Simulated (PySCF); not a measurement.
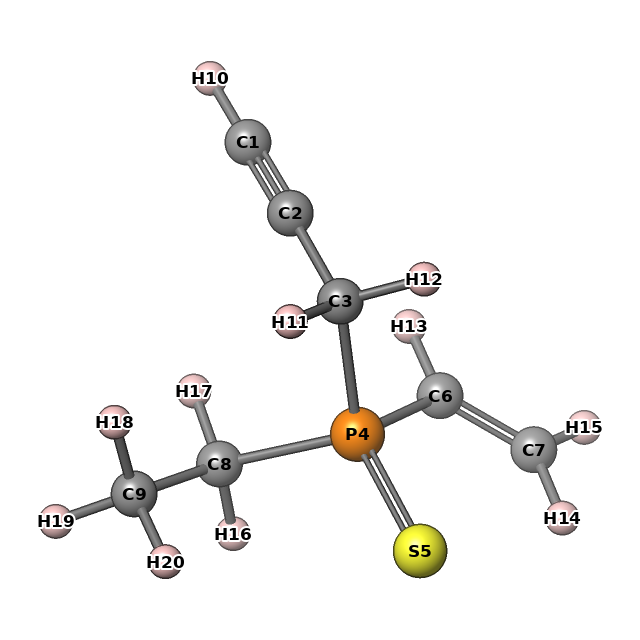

Atoms fade into the background with distance from the viewer. The computed structure is the end point of a PBE0-D3(BJ)/def2-SVP optimisation. No frequency run is at hand to confirm it as a minimum.

> Which atoms or bonds are stereogenic?

Centres: P4.

> Give the R/S and E/Z labels.

P4: S (priorities S5 > C6 > C3 > C8).
